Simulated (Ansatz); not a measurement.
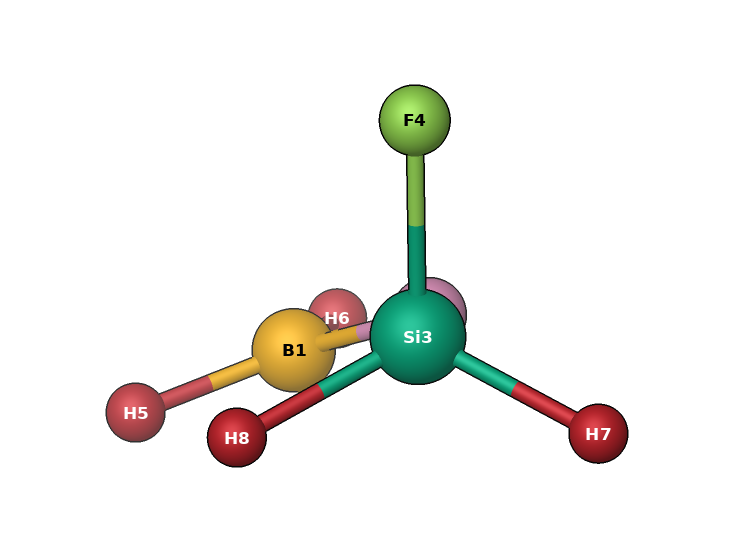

O2 lies behind Si3. The molecule seen nearly along the Si3–O2 bond, Si3 in front. Atoms fade into the background with distance from the viewer. The geometry was computed by an optimisation with PBE-D4/def2-SVP. No frequency run is at hand to confirm it as a minimum.

Q: What is the torsion angle F4–Si3–O2–B1? The sign is positive where the front bond must turn clockwise to cover the back bond.

A: −109°, anticlinal.
